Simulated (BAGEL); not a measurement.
# C2H6Si (SMILES CC[SiH]): HF/3-21G (density fitting with qzvpp-jkfit)

Aim: the energy change on altering one bond length of C2H6Si at HF/3-21G (density fitting with qzvpp-jkfit), from 2 runs. 

The results are computed with BAGEL 1.2.2.

2 further runs of the same task are left out: 2 set aside as unsound or not needed.

## (1) The system as given

The species is C2H6Si (9 atoms), meant as a singlet with charge 0. SMILES: `CC[SiH]`. The shape is that of a PBE0-D4/def2-TZVP optimisation. This is one conformer, not always the lowest.

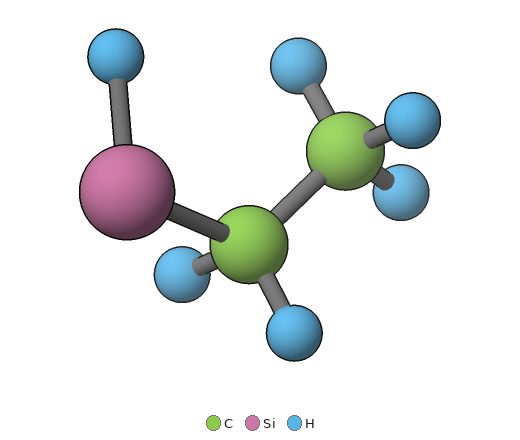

Viewed from a chosen angle; carbon green, silicon pink, hydrogen blue.

## (2) A single-point energy at HF/3-21G (density fitting with qzvpp-jkfit)

The input, input.json:

```json
{ "bagel" : [

{
  "title" : "molecule",
  "basis" : "3-21g",
  "df_basis" : "qzvpp-jkfit",
  "angstrom" : true,
  "geometry" : [
    { "atom" : "C", "xyz" : [      -0.593600,       0.495600,      -0.562700 ] },
    { "atom" : "C", "xyz" : [       0.423400,      -0.563800,      -0.158900 ] },
    { "atom" : "Si", "xyz" : [       1.475100,      -0.358700,       1.398700 ] },
    { "atom" : "H", "xyz" : [      -1.208900,       0.173100,      -1.407700 ] },
    { "atom" : "H", "xyz" : [      -0.098000,       1.423000,      -0.860500 ] },
    { "atom" : "H", "xyz" : [      -1.258400,       0.736300,       0.269500 ] },
    { "atom" : "H", "xyz" : [       1.051000,      -0.864800,      -1.004300 ] },
    { "atom" : "H", "xyz" : [      -0.103000,      -1.497700,       0.133400 ] },
    { "atom" : "H", "xyz" : [       0.401100,       0.410600,       2.175300 ] }
  ]
},

{
  "title" : "hf"
},

{
  "title" : "print",
  "file" : "orbitals.molden",
  "orbitals" : true
}

]}
```

Started as:

```bash
$ BAGEL_NUM_THREADS=1 BAGEL input.json > input.out
```

Standard output:

```text
* using 1 threads per process

  ===============================================================
  ===============================================================

  *** Geometry ***

  { "atom" : "C", "xyz" : [     -1.121741,      0.936548,     -1.063349 ] },
  { "atom" : "C", "xyz" : [      0.800110,     -1.065428,     -0.300277 ] },
  { "atom" : "Si", "xyz" : [      2.787535,     -0.677845,      2.643160 ] },
  { "atom" : "H", "xyz" : [     -2.284490,      0.327112,     -2.660167 ] },
  { "atom" : "H", "xyz" : [     -0.185193,      2.689080,     -1.626109 ] },
  { "atom" : "H", "xyz" : [     -2.378031,      1.391405,      0.509281 ] },
  { "atom" : "H", "xyz" : [      1.986102,     -1.634235,     -1.897852 ] },
  { "atom" : "H", "xyz" : [     -0.194642,     -2.830243,      0.252089 ] },
  { "atom" : "H", "xyz" : [      0.757969,      0.775922,      4.110721 ] },

  Number of auxiliary basis functions:      386

  Since a DF basis is specified, we compute 2- and 3-index integrals:
    o Being stored without compression. Storage requirement is 0.006 GB

  Number of basis functions:       43
  Number of electrons      :       32

    * METHOD: MOLECULE                             0.09

  *** RHF ***

  === Nuclear Repulsion ===
    95.8004765819

      * DIIS with orbital gradients will be used.

  === RHF iteration (3-21g) ===
      0       -366.07809454          0.01880054           0.01
      1       -366.12946080          0.00661279           0.01
      2       -366.13723866          0.00180039           0.01
      3       -366.13792807          0.00020692           0.02
      4       -366.13794800          0.00007974           0.02
      5       -366.13795065          0.00002023           0.01
      6       -366.13795084          0.00000677           0.02
      7       -366.13795087          0.00000248           0.02
      8       -366.13795088          0.00000110           0.01
      9       -366.13795088          0.00000036           0.01
     10       -366.13795088          0.00000010           0.01
     11       -366.13795088          0.00000004           0.02
     12       -366.13795088          0.00000001           0.01
     13       -366.13795088          0.00000000           0.01
    * SCF iteration converged.

    * Permanent dipole moment:
           (    0.352808,    -0.037598,     0.337640) a.u.

    * METHOD: HF                                   0.27

    * METHOD: PRINT                                0.00

  ===============================================================
```

Wall time 0.52 s (1 thread of Arm Neoverse V2, shared host).

## (3) The distorted shape, same level

The input, calc.json:

```json
{ "bagel": [

{
  "title": "molecule",
  "basis": "3-21g",
  "df_basis": "qzvpp-jkfit",
  "angstrom": "true",
  "geometry": [
    { "atom": "C", "xyz": [      -0.909087,       0.434075,      -1.029946 ] },
    { "atom": "C", "xyz": [       0.107913,      -0.625325,      -0.626146 ] },
    { "atom": "Si", "xyz": [       1.475100,      -0.358700,       1.398700 ] },
    { "atom": "H", "xyz": [      -1.524387,       0.111575,      -1.874946 ] },
    { "atom": "H", "xyz": [      -0.413487,       1.361475,      -1.327746 ] },
    { "atom": "H", "xyz": [      -1.573887,       0.674775,      -0.197746 ] },
    { "atom": "H", "xyz": [       0.735513,      -0.926325,      -1.471546 ] },
    { "atom": "H", "xyz": [      -0.418487,      -1.559225,      -0.333846 ] },
    { "atom": "H", "xyz": [       0.401100,       0.410600,       2.175300 ] }
  ]
},

{
  "title": "hf"
},

{
  "title": "print",
  "file": "orbitals.molden",
  "orbitals": "true"
}

]}
```

Started as:

```bash
$ BAGEL_NUM_THREADS=1 BAGEL calc.json > calc.out
```

Standard output:

```text
* using 1 threads per process

  ===============================================================
  ===============================================================

  *** Geometry ***

  { "atom" : "C", "xyz" : [     -1.717925,      0.820283,     -1.946316 ] },
  { "atom" : "C", "xyz" : [      0.203926,     -1.181693,     -1.183244 ] },
  { "atom" : "Si", "xyz" : [      2.787535,     -0.677845,      2.643160 ] },
  { "atom" : "H", "xyz" : [     -2.880674,      0.210846,     -3.543134 ] },
  { "atom" : "H", "xyz" : [     -0.781377,      2.572815,     -2.509076 ] },
  { "atom" : "H", "xyz" : [     -2.974215,      1.275140,     -0.373686 ] },
  { "atom" : "H", "xyz" : [      1.389918,     -1.750501,     -2.780819 ] },
  { "atom" : "H", "xyz" : [     -0.790826,     -2.946508,     -0.630878 ] },
  { "atom" : "H", "xyz" : [      0.757969,      0.775922,      4.110721 ] },

  Number of auxiliary basis functions:      386

  Since a DF basis is specified, we compute 2- and 3-index integrals:
    o Being stored without compression. Storage requirement is 0.006 GB

  Number of basis functions:       43
  Number of electrons      :       32

    * METHOD: MOLECULE                             0.09

  *** RHF ***

  === Nuclear Repulsion ===
    85.7830839781

      * DIIS with orbital gradients will be used.

  === RHF iteration (3-21g) ===
      0       -366.00842073          0.02169745           0.02
      1       -366.07597416          0.01072179           0.02
      2       -366.09552821          0.00207105           0.02
      3       -366.09690728          0.00046722           0.01
      4       -366.09700743          0.00018938           0.01
      5       -366.09702862          0.00004332           0.01
      6       -366.09702927          0.00000883           0.01
      7       -366.09702931          0.00000283           0.01
      8       -366.09702932          0.00000103           0.02
      9       -366.09702932          0.00000059           0.02
     10       -366.09702932          0.00000025           0.02
     11       -366.09702932          0.00000011           0.02
     12       -366.09702932          0.00000003           0.02
     13       -366.09702932          0.00000001           0.02
     14       -366.09702932          0.00000000           0.01
    * SCF iteration converged.

    * Permanent dipole moment:
           (    0.151359,    -0.059012,    -0.048815) a.u.

    * METHOD: HF                                   0.28

    * METHOD: PRINT                                0.00

  ===============================================================
```

It took 0.52 s on 1 thread of Arm Neoverse V2, shared host.

## (4) Outcome

At HF/3-21G (density fitting with qzvpp-jkfit):

```
                                                          quantity          value
                                         first shape: total energy  -366.13795 Eh
                                        first shape: dipole moment         1.24 D
                                          first shape: HOMO energy       -8.51 eV
                                          first shape: LUMO energy        0.80 eV
                                        first shape: HOMO–LUMO gap        9.31 eV
                                     distorted shape: total energy  -366.09703 Eh
                                    distorted shape: dipole moment         0.43 D
                                      distorted shape: HOMO energy       -8.27 eV
                                      distorted shape: LUMO energy        0.30 eV
                                    distorted shape: HOMO–LUMO gap        8.57 eV
energy change with the C2–Si3 bond stretched from 1.891 to 2.458 Å       1.114 eV
```

With the C2–Si3 bond stretched from 1.891 to 2.458 Å the energy rises by 1.11 eV (26 kcal/mol). The first shape isn't relaxed at this level, so the change isn't measured from a minimum.
